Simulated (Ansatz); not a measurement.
# C3H3ClO2Sn: a spread of methods and bases

Aim: run C3H3ClO2Sn under a spread of inputs, and see what each costs and gives.

Method: the settings change from run to run; program: Ansatz 0.2.0, Gaussian basis.

## (1) The relaxed structure

An earlier PBE0-D4 in a triple-zeta def2 set relaxation fixed the geometry. Sn takes a core potential in def2 sets; no spin-orbit term is included.

10 atoms, charge 0, spin multiplicity 1.

Atoms are counted from 1 here; the program's logs count them from 0.

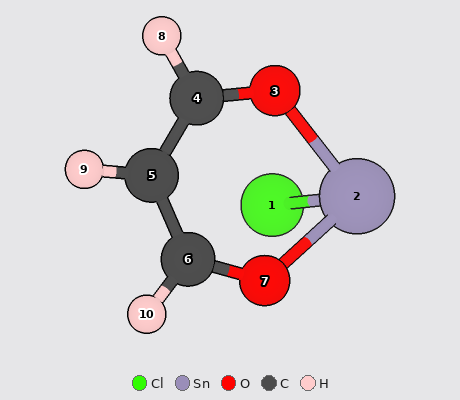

The structure; chlorine green, tin purple, oxygen red, carbon dark grey, hydrogen pink; atoms are numbered from 1 in the order of the file.

## (2) BHLYP/def2-SVP

This run has relativity set to scalar.

Contents of in.yaml:

```yaml
crystal:
  periodic: [false, false, false]
  atoms:
    - {symbol: Cl, position_ang: [0.469194, -2.616419, 1.528790]}
    - {symbol: Sn, position_ang: [1.574819, -1.783908, -0.424042]}
    - {symbol: O, position_ang: [-0.303719, -1.116502, -1.264864]}
    - {symbol: C, position_ang: [-0.982871, -0.124740, -0.874348]}
    - {symbol: C, position_ang: [-0.591965, 0.883160, -0.000740]}
    - {symbol: C, position_ang: [0.680082, 1.000685, 0.546934]}
    - {symbol: O, position_ang: [1.656983, 0.210432, 0.410890]}
    - {symbol: H, position_ang: [-1.991509, -0.054243, -1.299373]}
    - {symbol: H, position_ang: [-1.309501, 1.660279, 0.223455]}
    - {symbol: H, position_ang: [0.881587, 1.890156, 1.156196]}
basis:
  gaussian: {orbitals: def2-SVP}
hamiltonian: {xc: {name: BHLYP}, pseudopotentials: {relativity: scalar}}
```

The run is started by

```console
$ ansatz run in.yaml --threads 4 --pin off --events-out ev --progress --plain --max-ram 11315MiB
```

Standard output:

```text
Functional definition: BHLYP
  name "BHLYP"
  cite "Becke, J. Chem. Phys. 98, 1372 (1993) doi:10.1063/1.464304"
  cite "Becke, Phys. Rev. A 38, 3098 (1988) doi:10.1103/PhysRevA.38.3098"
  cite "Lee, Yang & Parr, Phys. Rev. B 37, 785 (1988) doi:10.1103/PhysRevB.37.785"
  parameter a = 0.5
  exchange = (1 - a)*b88_x + a*exact_x
  correlation = lyp_c
1349 factors; integrals over basis functions are off by at most 1.3e-3 eV
mean field evaluation 1: about -25627.3802 eV, gradient 4.9e1 eV
mean field evaluation 2: about -25626.8414 eV, gradient 5.5e1 eV
mean field evaluation 4: about -25632.2118 eV, gradient 2.3e0 eV
mean field evaluation 8: about -25632.7928 eV, gradient 2.6e-1 eV
mean field evaluation 16: about -25632.7930 eV, gradient 8.4e-5 eV
mean field -25632.79298861 eV, -941.9877678002 hartree, gradient 5.4e-5 eV, S^2 0.000000; 0 other end points of the search recorded, 0 dependent functions left out
reference -25632.79316656 eV, -941.9877743400 hartree; 38, 38 occupied and 91, 91 virtual orbitals, 1349 factors
Total energy: -25632.79316656 eV, -941.9877743400 hartree
Relativity: scalar
```

Run time: 4.6 s. Hardware: 4 threads of Intel Xeon at 2.50GHz, shared host; peak memory 0.38 GiB.

## (3) revPBE0/def2-TZVP

This run has D3(BJ) dispersion, relativity set to scalar.

in.yaml: that of step 2 with these lines changed.

```diff
@@ -14,3 +14,4 @@
 basis:
-  gaussian: {orbitals: def2-SVP}
-hamiltonian: {xc: {name: BHLYP}, pseudopotentials: {relativity: scalar}}
+  gaussian: {orbitals: def2-TZVP}
+hamiltonian: {xc: {name: revPBE0}, dispersion: d3bj, pseudopotentials: {relativity: scalar}}
+output: {forces: true}
```

The command is unchanged.

Standard output (excerpt; [...] marks lines left out):

```text
Functional definition: revPBE0
  name "revPBE0"
  cite "Zhang & Yang, Phys. Rev. Lett. 80, 890 (1998) doi:10.1103/PhysRevLett.80.890"
  cite "Adamo & Barone, J. Chem. Phys. 110, 6158 (1999) doi:10.1063/1.478522"
  cite "Perdew, Burke & Ernzerhof, Phys. Rev. Lett. 77, 3865 (1996) doi:10.1103/PhysRevLett.77.3865"
[...]
1703 factors; their error is unknown
[...]
mean field -25647.36205739 eV, -942.5231712027 hartree, gradient 4.3e-5 eV, S^2 0.000000; 0 other end points of the search recorded, 0 dependent functions left out
[...]
reference -25647.36210090 eV, -942.5231728017 hartree; 38, 38 occupied and 222, 222 virtual orbitals, 1703 factors
Total energy: -25648.01994914 eV, -942.5473482784 hartree
Relativity: scalar
Atom 0 at     0.469194    -2.616419     1.528790 Å, force    -0.030340    -0.016898     0.048885 eV/Å
Atom 1 at     1.574819    -1.783908    -0.424042 Å, force     0.076503    -0.054859    -0.046184 eV/Å
Atom 2 at    -0.303719    -1.116502    -1.264864 Å, force     0.009121    -0.107940    -0.092377 eV/Å
Atom 3 at    -0.982871    -0.124740    -0.874348 Å, force    -0.096368     0.022170    -0.021743 eV/Å
Atom 4 at    -0.591965     0.883160    -0.000740 Å, force    -0.086302     0.087130     0.032102 eV/Å
Atom 5 at     0.680082     1.000685     0.546934 Å, force    -0.005093     0.084018     0.056361 eV/Å
Atom 6 at     1.656983     0.210432     0.410890 Å, force     0.139691    -0.019569     0.019210 eV/Å
Atom 7 at    -1.991509    -0.054243    -1.299373 Å, force    -0.005357     0.001155     0.000353 eV/Å
Atom 8 at    -1.309501     1.660279     0.223455 Å, force    -0.000375     0.000929    -0.000302 eV/Å
Atom 9 at     0.881587     1.890156     1.156196 Å, force    -0.001480     0.003863     0.003696 eV/Å
Dipole moment:    -0.055249     0.590621    -0.403027 e Å
```

It took 16 s on 4 threads of Intel Xeon at 2.50GHz, shared host; peak memory 0.96 GiB.

Largest force 0.142 eV/Å, dipole 3.44 D.

## (4) r2SCAN0/def2-SVPD

in.yaml: that of step 3 with these lines changed.

```diff
@@ -14,4 +14,3 @@
 basis:
-  gaussian: {orbitals: def2-TZVP}
-hamiltonian: {xc: {name: revPBE0}, dispersion: d3bj, pseudopotentials: {relativity: scalar}}
-output: {forces: true}
+  gaussian: {orbitals: def2-SVPD}
+hamiltonian: {xc: {name: r2SCAN0}}
```

Launched as before.

Standard output (excerpt; [...] marks lines left out):

```text
Functional definition: r2SCAN0
  name "r2SCAN0"
  cite "Bursch, Neugebauer, Ehlert & Grimme, J. Chem. Phys. 156, 134105 (2022) doi:10.1063/5.0086040"
  cite "Furness, Kaplan, Ning, Perdew & Sun, J. Phys. Chem. Lett. 11, 8208 (2020) doi:10.1021/acs.jpclett.0c02405"
  cite "Furness, Kaplan, Ning, Perdew & Sun, J. Phys. Chem. Lett. 11, 9248 (2020) doi:10.1021/acs.jpclett.0c03077"
  parent r2scan
[...]
1770 factors; their error is unknown
[...]
mean field -25597.28108915 eV, -940.6827295661 hartree, gradient 4.3e-5 eV, S^2 0.000000; 0 other end points of the search recorded, 0 dependent functions left out
reference -25597.28110214 eV, -940.6827300433 hartree; 38, 38 occupied and 151, 151 virtual orbitals, 1770 factors
Total energy: -25597.28110214 eV, -940.6827300433 hartree
```

Run time: 9.6 s. Hardware: 4 threads of Intel Xeon at 2.50GHz, shared host; peak memory 0.57 GiB.

## (5) BCCD(T)/def2-SVP

Options: the search for lower states set to off.

in.yaml: that of step 4 with these lines changed.

```diff
@@ -14,3 +14,5 @@
 basis:
-  gaussian: {orbitals: def2-SVPD}
-hamiltonian: {xc: {name: r2SCAN0}}
+  gaussian: {orbitals: def2-SVP}
+hamiltonian: {xc: {name: HF}}
+correlation: {method: bccd_t}
+scf: {lower_state_search: off}
```

The command is unchanged.

Standard output (excerpt; [...] marks lines left out):

```text
Functional definition: HF
  name "HF"
  cite "Fock, Z. Phys. 61, 126 (1930) doi:10.1007/BF01340294"
  parent pbe
[...]
1349 factors; integrals over basis functions are off by at most 1.3e-3 eV
[...]
mean field -25515.29043712 eV, -937.6696286793 hartree, gradient 3.0e-6 eV, S^2 0.000000; 0 other end points of the search recorded, 0 dependent functions left out
14 core orbitals not correlated: weight in the atoms' cores, before any rotation towards them, 1.000 or more for the frozen orbitals, at most 0.000 for the correlated occupied ones
reference -25515.29043712 eV, -937.6696286793 hartree; 24, 24 occupied and 91, 91 virtual orbitals, 1349 factors
second order -26.19053570 eV of doubles, -0.00000000 eV of singles
cycle   1  -26.34096665 eV  change   -1.5e-1 eV  update   1.6e-1
[...]
cycle  10  -27.23479057 eV  change   -2.5e-5 eV  update   6.0e-5
perturbative correction -1.07583649 eV, -0.0395362618 hartree
Total energy: -25543.60106418 eV, -938.7100250340 hartree
Checks for a lower state left out: stability, starts, cluster_reference, orbital_swaps, neighbouring_geometries, increment
```

It took 43 s on 4 threads of Intel Xeon at 2.50GHz, shared host; peak memory 1.2 GiB.

## (6) PBE0/def2-TZVPD

Set apart from the defaults: unrestricted orbitals, atoms shaken by 0.15 Å.

Contents of in.yaml:

```yaml
crystal:
  periodic: [false, false, false]
  atoms:
    - {symbol: Cl, position_ang: [0.436463, -2.565633, 1.646433]}
    - {symbol: Sn, position_ang: [1.539884, -1.436084, -0.353860]}
    - {symbol: O, position_ang: [-0.426780, -1.109123, -1.137245]}
    - {symbol: C, position_ang: [-0.811712, 0.129600, -0.985500]}
    - {symbol: C, position_ang: [-0.751164, 1.023112, -0.003883]}
    - {symbol: C, position_ang: [0.808482, 1.077659, 0.489840]}
    - {symbol: O, position_ang: [1.695778, 0.069694, 0.122326]}
    - {symbol: H, position_ang: [-1.955785, 0.097801, -1.349033]}
    - {symbol: H, position_ang: [-1.299908, 1.733628, -0.155437]}
    - {symbol: H, position_ang: [0.914826, 1.868726, 1.029261]}
basis:
  gaussian: {orbitals: def2-TZVPD}
magnetization: {spin_polarized: true, initial_magnetization: 0}
hamiltonian: {xc: {name: PBE0}}
output: {forces: true}
```

Same command.

Standard output (excerpt; [...] marks lines left out):

```text
Functional definition: PBE0
  name "PBE0"
  cite "Adamo & Barone, J. Chem. Phys. 110, 6158 (1999) doi:10.1063/1.478522"
  cite "Perdew, Burke & Ernzerhof, Phys. Rev. Lett. 77, 3865 (1996) doi:10.1103/PhysRevLett.77.3865"
  parent pbe
[...]
1839 factors; their error is unknown
[...]
mean field -25593.22927502 eV, -940.5338281432 hartree, gradient 1.4e-5 eV, S^2 0.000000; 5 other end points of the search recorded, 0 dependent functions left out
[...]
reference -25593.22932104 eV, -940.5338298342 hartree; 38, 38 occupied and 282, 282 virtual orbitals, 1839 factors
Total energy: -25593.22932104 eV, -940.5338298342 hartree
Atom 0 at     0.436463    -2.565633     1.646433 Å, force     0.266111     0.607458    -0.399438 eV/Å
Atom 1 at     1.539884    -1.436084    -0.353860 Å, force    -1.133731   -23.955595    -6.770225 eV/Å
Atom 2 at    -0.426780    -1.109123    -1.137245 Å, force     1.080072     3.040334    -0.073154 eV/Å
Atom 3 at    -0.811712     0.129600    -0.985500 Å, force    -6.967962    -6.809101    -1.882927 eV/Å
Atom 4 at    -0.751164     1.023112    -0.003883 Å, force    14.500646    -6.302317     3.226492 eV/Å
Atom 5 at     0.808482     1.077659     0.489840 Å, force    -5.356013    -6.930623    -5.709233 eV/Å
Atom 6 at     1.695778     0.069694     0.122326 Å, force    -1.235486    26.182756     8.820888 eV/Å
Atom 7 at    -1.955785     0.097801    -1.349033 Å, force     2.231650     0.906078    -0.696293 eV/Å
Atom 8 at    -1.299908     1.733628    -0.155437 Å, force    -5.874418     8.573621    -0.308708 eV/Å
Atom 9 at     0.914826     1.868726     1.029261 Å, force     2.489129     4.687388     3.792599 eV/Å
Dipole moment:    -0.049629     1.601334    -0.407324 e Å
```

Run time: 1.9 min. Hardware: 4 threads of Intel Xeon at 2.50GHz, shared host; peak memory 2.4 GiB.

Largest force 27.656 eV/Å, dipole 7.94 D, ⟨S²⟩ 0.000.

## (7) rPW86-PBE/def2-TZVP

Options: atoms shaken by 0.08 Å, D3(BJ) dispersion, high accuracy.

Contents of in.yaml:

```yaml
crystal:
  periodic: [false, false, false]
  atoms:
    - {symbol: Cl, position_ang: [0.474016, -2.751100, 1.557898]}
    - {symbol: Sn, position_ang: [1.615717, -1.971995, -0.444453]}
    - {symbol: O, position_ang: [-0.347183, -1.037147, -1.266406]}
    - {symbol: C, position_ang: [-0.939399, -0.118969, -0.810315]}
    - {symbol: C, position_ang: [-0.705820, 0.875082, 0.070242]}
    - {symbol: C, position_ang: [0.735925, 0.935310, 0.525162]}
    - {symbol: O, position_ang: [1.758003, 0.156272, 0.566133]}
    - {symbol: H, position_ang: [-1.937770, -0.070848, -1.491724]}
    - {symbol: H, position_ang: [-1.271483, 1.584585, 0.286862]}
    - {symbol: H, position_ang: [0.833583, 1.956989, 1.217416]}
basis:
  gaussian: {orbitals: def2-TZVP}
hamiltonian: {xc: {name: rPW86-PBE}, dispersion: d3bj}
accuracy: high
```

Launched as before.

Standard output:

```text
Functional definition: rPW86-PBE
  name "rPW86-PBE"
  cite "Murray, Lee & Langreth, J. Chem. Theory Comput. 5, 2754 (2009) doi:10.1021/ct900365q"
  cite "Perdew, Burke & Ernzerhof, Phys. Rev. Lett. 77, 3865 (1996) doi:10.1103/PhysRevLett.77.3865"
  parent pbe
  exchange = rpw86_x
  correlation = pbe_c
4771 factors; integrals over basis functions are off by at most 4.9e-8 eV
mean field evaluation 1: about -25627.3930 eV, gradient 8.6e1 eV
mean field evaluation 2: about -25490.3646 eV, gradient 2.2e2 eV
mean field evaluation 4: about -25640.9583 eV, gradient 2.7e1 eV
mean field evaluation 8: about -25642.7799 eV, gradient 1.4e0 eV
mean field evaluation 16: about -25642.7740 eV, gradient 2.4e-3 eV
mean field -25642.77398608 eV, -942.3545626919 hartree, gradient 5.7e-8 eV, S^2 0.000000; 0 other end points of the search recorded, 0 dependent functions left out
reference -25642.77400114 eV, -942.3545632454 hartree; 38, 38 occupied and 222, 222 virtual orbitals, 4771 factors
Total energy: -25643.08651728 eV, -942.3660480017 hartree
```

Wall time 52 s (4 threads of Intel Xeon at 2.50GHz, shared host); peak memory 2.1 GiB.

## (8) revPBE0/x2c-TZVPPall

Set apart from the defaults: D3(BJ) with three-body dispersion, the search for lower states set to full.

Contents of in.yaml:

```yaml
crystal:
  periodic: [false, false, false]
  atoms:
    - {symbol: Cl, position_ang: [0.469194, -2.616419, 1.528790]}
    - {symbol: Sn, position_ang: [1.574819, -1.783908, -0.424042]}
    - {symbol: O, position_ang: [-0.303719, -1.116502, -1.264864]}
    - {symbol: C, position_ang: [-0.982871, -0.124740, -0.874348]}
    - {symbol: C, position_ang: [-0.591965, 0.883160, -0.000740]}
    - {symbol: C, position_ang: [0.680082, 1.000685, 0.546934]}
    - {symbol: O, position_ang: [1.656983, 0.210432, 0.410890]}
    - {symbol: H, position_ang: [-1.991509, -0.054243, -1.299373]}
    - {symbol: H, position_ang: [-1.309501, 1.660279, 0.223455]}
    - {symbol: H, position_ang: [0.881587, 1.890156, 1.156196]}
basis:
  gaussian: {orbitals: x2c-TZVPPall}
hamiltonian: {xc: {name: revPBE0}, dispersion: d3bjatm}
scf: {lower_state_search: full}
```

The command is unchanged.

Standard output (excerpt; [...] marks lines left out):

```text
Functional definition: revPBE0
  name "revPBE0"
  cite "Zhang & Yang, Phys. Rev. Lett. 80, 890 (1998) doi:10.1103/PhysRevLett.80.890"
  cite "Adamo & Barone, J. Chem. Phys. 110, 6158 (1999) doi:10.1063/1.478522"
  cite "Perdew, Burke & Ernzerhof, Phys. Rev. Lett. 77, 3865 (1996) doi:10.1103/PhysRevLett.77.3865"
[...]
1991 factors; their error is unknown
[...]
mean field -187890.70118350 eV, -6904.8559116020 hartree, gradient 3.0e-5 eV, S^2 0.000000; 0 other end points of the search recorded, 0 dependent functions left out
reference -187890.70122229 eV, -6904.8559130276 hartree; 52, 52 occupied and 247, 247 virtual orbitals, 1991 factors
Total energy: -187891.35864041 eV, -6904.8800726981 hartree
Relativity: scalar
```

Wall time 16 s (4 threads of Intel Xeon at 2.50GHz, shared host); peak memory 1.1 GiB.

## (9) revPBE0/STO-3G

Options: D3(BJ) with three-body dispersion, the search for lower states set to full.

in.yaml: that of step 8 with these lines changed.

```diff
@@ -14,3 +14,3 @@
 basis:
-  gaussian: {orbitals: x2c-TZVPPall}
+  gaussian: {orbitals: STO-3G}
 hamiltonian: {xc: {name: revPBE0}, dispersion: d3bjatm}
```

Launched as before.

Standard output:

```text
Functional definition: revPBE0
  name "revPBE0"
  cite "Zhang & Yang, Phys. Rev. Lett. 80, 890 (1998) doi:10.1103/PhysRevLett.80.890"
  cite "Adamo & Barone, J. Chem. Phys. 110, 6158 (1999) doi:10.1063/1.478522"
  cite "Perdew, Burke & Ernzerhof, Phys. Rev. Lett. 77, 3865 (1996) doi:10.1103/PhysRevLett.77.3865"
  parameter a = 0.25
  parameter kappa = 1.245
  parameter beta = 0.06672455060314922
  exchange = (1 - a)*pbe_x(kappa = kappa, mu = beta*pi^2/3) + a*exact_x
  correlation = pbe_c(beta = beta)
869 factors; integrals over basis functions are off by at most 4.2e-5 eV
mean field evaluation 1: about -181864.3676 eV, gradient 2.4e1 eV
mean field evaluation 2: about -181864.3289 eV, gradient 2.4e1 eV
mean field evaluation 4: about -181866.3938 eV, gradient 6.8e0 eV
mean field evaluation 8: about -181866.5440 eV, gradient 3.4e-2 eV
mean field -181866.54401702 eV, -6683.4722190546 hartree, gradient 4.0e-5 eV, S^2 0.000000; 0 other end points of the search recorded, 0 dependent functions left out
reference -181866.54404019 eV, -6683.4722199060 hartree; 52, 52 occupied and 12, 12 virtual orbitals, 869 factors
Total energy: -181867.20145832 eV, -6683.4963795764 hartree
```

Wall time 2.5 s (4 threads of Intel Xeon at 2.50GHz, shared host).

## (10) PBEsol/def2-SVP

This run has multiplicity 3, atoms shaken by 0.15 Å, a grid of angular degree 23.

Contents of in.yaml:

```yaml
crystal:
  periodic: [false, false, false]
  atoms:
    - {symbol: Cl, position_ang: [0.551227, -2.810168, 1.634194]}
    - {symbol: Sn, position_ang: [1.769351, -1.862594, -0.464883]}
    - {symbol: O, position_ang: [-0.023959, -1.180106, -1.203746]}
    - {symbol: C, position_ang: [-1.002350, -0.298983, -0.859299]}
    - {symbol: C, position_ang: [-0.549539, 0.623306, -0.189811]}
    - {symbol: C, position_ang: [0.522486, 0.835991, 0.729900]}
    - {symbol: O, position_ang: [1.574420, 0.232306, 0.400915]}
    - {symbol: H, position_ang: [-2.092262, -0.097707, -0.894284]}
    - {symbol: H, position_ang: [-1.565404, 1.320231, 0.283727]}
    - {symbol: H, position_ang: [0.744840, 1.854070, 0.926159]}
basis:
  gaussian: {orbitals: def2-SVP, final_grid: {core_spheres: 8, valence_spheres: 7, degree: 23}}
magnetization: {spin_polarized: true, initial_magnetization: 2}
hamiltonian: {xc: {name: PBEsol}}
```

The command is unchanged.

Standard output:

```text
Functional definition: PBEsol
  name "PBEsol"
  cite "Perdew et al., Phys. Rev. Lett. 100, 136406 (2008) doi:10.1103/PhysRevLett.100.136406"
  cite "Perdew, Burke & Ernzerhof, Phys. Rev. Lett. 77, 3865 (1996) doi:10.1103/PhysRevLett.77.3865"
  parent pbesol
  exchange = pbesol_x
  correlation = pbesol_c
1420 factors; their error is unknown
mean field evaluation 1: about -25511.2762 eV, gradient 5.6e1 eV
mean field evaluation 2: about -25287.0497 eV, gradient 1.8e2 eV
mean field evaluation 4: about -25522.3712 eV, gradient 3.5e1 eV
mean field evaluation 8: about -25529.8065 eV, gradient 1.6e0 eV
mean field evaluation 16: about -25529.7658 eV, gradient 3.4e-3 eV
mean field evaluation 32: about -25524.5084 eV, gradient 2.1e1 eV
mean field evaluation 64: about -25528.9254 eV, gradient 4.0e0 eV
mean field -25529.76579987 eV, -938.2015884484 hartree, gradient 8.6e-6 eV, S^2 2.003950; 10 other end points of the search recorded, 0 dependent functions left out
reference -25529.76584614 eV, -938.2015901488 hartree; 39, 37 occupied and 90, 92 virtual orbitals, 1420 factors
Total energy: -25529.76584614 eV, -938.2015901488 hartree
```

Run time: 14 s. Hardware: 4 threads of Intel Xeon at 2.50GHz, shared host; peak memory 0.25 GiB.

⟨S²⟩ 2.004.

## (11) The runs in one table

| level | charge | multiplicity | geometry | functions | energy (eV) | time |
| --- | --- | --- | --- | --- | --- | --- |
| BHLYP/def2-SVP | 0 | 1 | relaxed | 129 | -25632.793 | 4.6 s |
| revPBE0/def2-TZVP | 0 | 1 | relaxed | 260 | -25648.020 | 16 s |
| r2SCAN0/def2-SVPD | 0 | 1 | relaxed | 189 | -25597.281 | 9.6 s |
| BCCD(T)/def2-SVP | 0 | 1 | relaxed | 129 | -25543.601 | 43 s |
| PBE0/def2-TZVPD | 0 | 1 | shaken | 320 | -25593.229 | 1.9 min |
| rPW86-PBE/def2-TZVP | 0 | 1 | shaken | 260 | -25643.087 | 52 s |
| revPBE0/x2c-TZVPPall | 0 | 1 | relaxed | 299 | -187891.359 | 16 s |
| revPBE0/STO-3G | 0 | 1 | relaxed | 64 | -181867.201 | 2.5 s |
| PBEsol/def2-SVP | 0 | 3 | shaken | 129 | -25529.766 | 14 s |

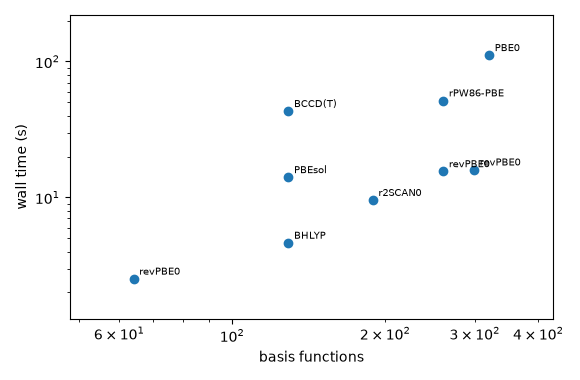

Wall time against the number of basis functions (shared host).

## (12) Outcome

| quantity | value |
| --- | --- |
| runs | 9 |
| quickest | revPBE0/STO-3G, 2.5 s |
| slowest | PBE0/def2-TZVPD, 1.9 min |
| spread of total energies, same state and geometry | 162347.8 eV |

Run time spans a factor of 44, from revPBE0/STO-3G to PBE0/def2-TZVPD. The jobs differ in tasks and options as well as level. The totals spread over 162348 eV; they can't be compared across methods or bases. Some of these runs are scalar-relativistic and others not, which shifts the totals of all-electron atoms past neon by several eV an atom and more; core potentials, where a basis has them, take the core out of the total altogether. At the PBE0-D4/def2-TZVP geometry and in the same state, the sound runs without point charges leave forces up to 0.14 eV/Å (revPBE0/def2-TZVP), against 27.7 eV/Å where the atoms were moved.
